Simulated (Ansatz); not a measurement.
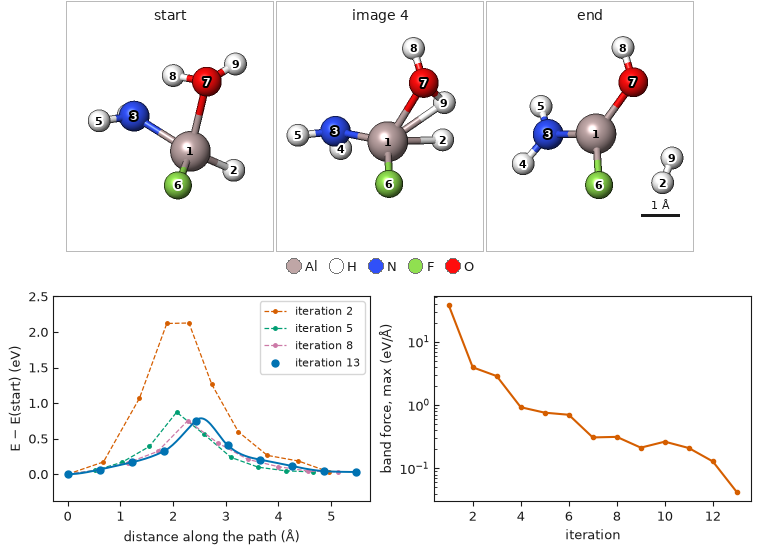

NEB run on AlNH5OF. Images are numbered from 0 (start) to 9 (end). The plot follows the band through its iterations. The picture is a ball-and-stick view, seen at a tilt.

All numbers below come from Ansatz, RKS PBE/def2-SVP. Set-up: 8 movable images; no climbing image; force threshold 0.05 eV/Å; iteration limit 60; starting path through a guess of the saddle point.

Did the band converge, and can the barrier be trusted?

Answer. The run is converged, with reservations. The band converged in 13 iterations. The largest component of the band force went from 38 to 0.042 eV/Å. No image climbed, so the highest image needn't lie on the saddle point, and the true maximum along this path can be higher. The first iteration put the highest image at 6.35 eV. The energy climbs by 0.75 eV to image 4 and then falls by 0.72 eV, so the end point sits at +0.03 eV.

The run took 2.2 min on 2 threads of Arm Neoverse V1 (shared host), peak memory 0.12 GiB.
